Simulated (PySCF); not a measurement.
C4H8BNO2

The calculation's input:

```
{"job": {"kind": "uv", "xc": "CAM-B3LYP", "basis": "def2-SVPD", "nstates": 8, "ntriplets": 3}, "charge": 0, "multiplicity": 1}
C     -0.595320     2.294785    -0.973881
C     -0.331910     1.147919    -0.747530
C     -0.062637    -0.234584    -0.404953
C      1.197544    -0.325215     0.473516
N      2.369298     0.045180    -0.305046
B     -1.354400    -0.924829     0.282342
O     -2.597079    -0.383268     0.213171
O     -1.190154    -2.091027     0.933234
H     -0.791123     3.299830    -1.201936
H      0.164535    -0.770234    -1.334632
H      1.319955    -1.360875     0.797728
H      1.050334     0.300160     1.371000
H      2.264968     0.995830    -0.647263
H      3.202858     0.010717     0.271727
H     -2.658929     0.456831    -0.242881
H     -1.995539    -2.452275     1.306444
```

Command:

```sh
OMP_NUM_THREADS=1 python probes_run.py task.json out
```

Geometry: GFN2-xTB.

These are results of CAM-B3LYP/def2-SVPD, SCF density, gas phase (PySCF), not measurements.

> Predict the electron density and electron localisation function between the atoms.

B–O (1.35 Å): the density is about 2.2 e/Å³ at the midpoint; the ELF peaks at about 0.90 between the atoms, as expected for a short, strongly polar bond.
C–B (1.62 Å): the density is about 1.3 e/Å³ at the midpoint; the ELF peaks at about 1 between the atoms; a shared electron pair.
O–H (0.96 Å): ρ is about 3.8 e/Å³ halfway; the ELF climbs to about 1 towards the hydrogen, as it does in any bond to H: a covalent bond by its length.

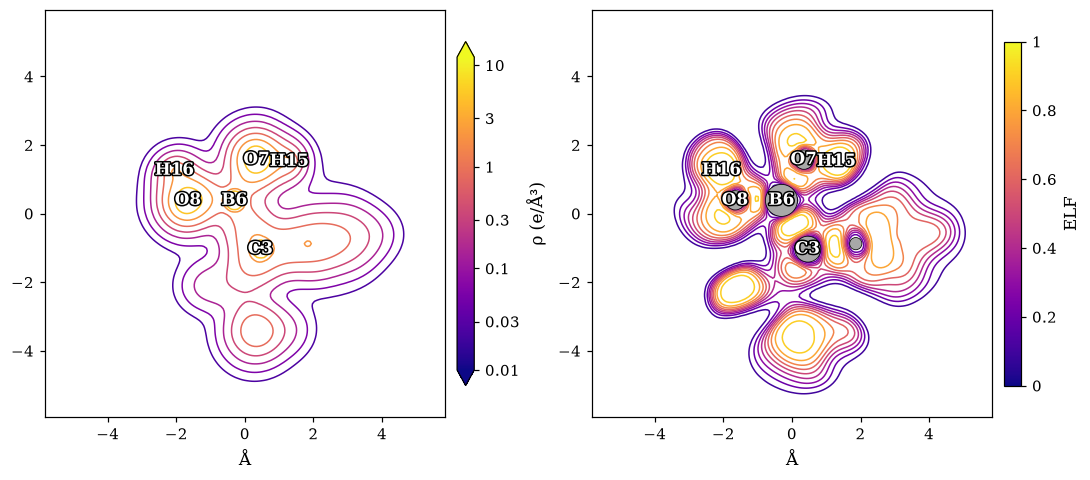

Computed electron density and electron localisation function on the plane of atoms B6, O8 and H16, in this order. Grey discs cover the atomic cores in the ELF map. 
